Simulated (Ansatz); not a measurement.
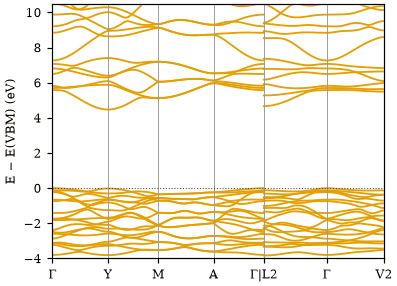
Fig. 1. Band structure from r²SCAN in the plane-wave PAW code Ansatz

**Question.** Read off the gap and where the band edges lie.

**Answer.** About 4.5 eV (4.47 eV by a search for the band edges); maximum at Γ, minimum at Y.

The material is Li2ZrO3 in space group C2/c (No. 15; Pearson symbol mS24).

The first step of the workflow began from a Materials Project structure, measured or hypothetical; the Crystallography Open Database files this formula in space group No. 15, but the cells were not matched. Its standing as an ambient phase is unchecked. The cell was relaxed with r²SCAN under the symmetry of its start; whether a distortion lowers the energy is not shown. The run is not spin-polarised. Scalar-relativistic: spin–orbit coupling is off unless named, which matters more the heavier the elements.

Potentials: the later of the program's two PAW sets.
